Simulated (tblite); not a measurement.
Scan of H3 (anion, charge -1), singlet: collinear H-H-H surface. Scanned: first H-H distance and second H-H distance.

Method: GFN2-xTB, 300 K electronic temperature (tblite).

Energy in mEh above the lowest grid point; x is the first H-H distance (Å), y the second H-H distance (Å).

```csv
y \ x,0.63,0.68,0.74,0.80,0.87,0.94,1.02,1.11,1.22,1.37,1.55,1.81,2.15
2.15,19.8,9.6,3.5,1.7,2.0,5.5,12.0,20.3,30.6,43.6,57.4,73.4,88.4
1.81,22.8,11.7,4.5,1.4,0.0,1.8,6.4,12.7,20.9,32.1,44.3,59.1,73.4
1.55,31.0,18.7,10.0,5.3,1.7,1.3,3.8,7.9,13.7,22.1,31.8,44.3,57.4
1.37,43.4,29.7,19.1,12.6,6.7,4.2,4.5,6.4,9.7,15.0,22.1,32.1,43.6
1.22,61.4,45.5,32.4,23.7,15.1,10.2,7.9,7.1,7.5,9.7,13.7,20.9,30.6
1.11,81.3,63.0,47.3,36.2,24.9,17.5,12.7,9.3,7.1,6.4,7.9,12.7,20.3
1.02,103.8,82.8,64.1,50.3,36.1,26.0,18.6,12.7,7.9,4.5,3.8,6.4,12.0
0.94,129.8,105.6,83.5,66.7,49.4,36.3,26.0,17.5,10.2,4.2,1.3,1.8,5.5
0.87,158.6,130.8,105.2,85.3,65.1,49.4,36.1,24.9,15.1,6.7,1.7,0.0,2.0
0.80,193.2,161.1,131.7,108.6,85.3,66.7,50.3,36.2,23.7,12.6,5.3,1.4,1.7
0.74,226.9,190.6,157.5,131.7,105.2,83.5,64.1,47.3,32.4,19.1,10.0,4.5,3.5
0.68,270.4,228.7,190.6,161.1,130.8,105.6,82.8,63.0,45.5,29.7,18.7,11.7,9.6
0.63,317.7,270.4,226.9,193.2,158.6,129.8,103.8,81.3,61.4,43.4,31.0,22.8,19.8
```

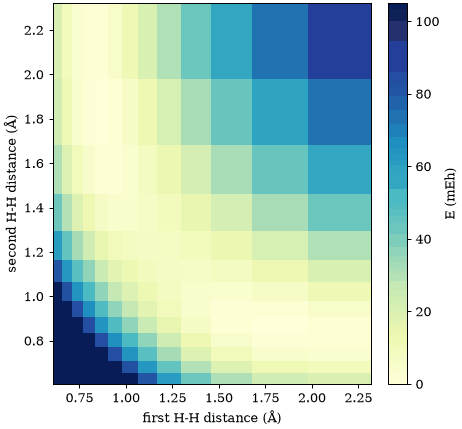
Energy surface, cut off at 105 mEh.

Points that lie below all their neighbours on the grid: x = 1.81, y = 0.87 (0.0 mEh); x = 0.87, y = 1.81 (0.0 mEh). The lowest path on the grid from the first to the second passes x = 1.11, y = 1.22 at 7.1 mEh.
